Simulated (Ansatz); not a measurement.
```xyz
9

C    -1.2860    0.6182    2.0064
Al   -0.9626   -2.2713    2.0239
N     0.2055   -3.4068    1.2992
O    -0.6852   -0.6128    1.6882
H    -2.1752    0.5056    2.6407
H    -1.5896    1.1367    1.0898
H    -0.5728    1.2592    2.5369
H     0.1823   -4.4101    1.4012
H     0.9874   -3.1205    0.7251
```

Geometry: B3LYP-D3(BJ)/6-311G**.

Theory: isolated molecule in a Gaussian basis; Kohn-Sham density functional theory, functional PBE0 in Ansatz 0.2.0.

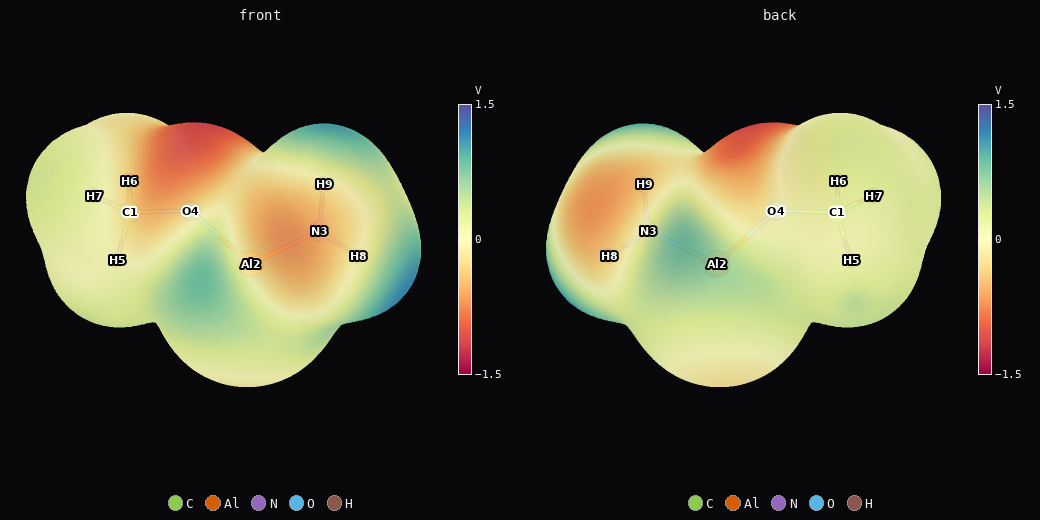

CH5AlNO (doublet). The electrostatic potential painted on the density surface at 0.001 e/bohr³, seen from the front and from behind; the colour scale runs from red (negative) to blue (positive).

**Where is the surface potential most negative and most positive?**

The most negative region (about −1.1 V) lies over O4, the most positive (about +1.1 V) over H8. O4 is the likeliest acceptor of a hydrogen bond.

**What dipole moment does the calculation give?**

Its dipole moment is 0.47 D.
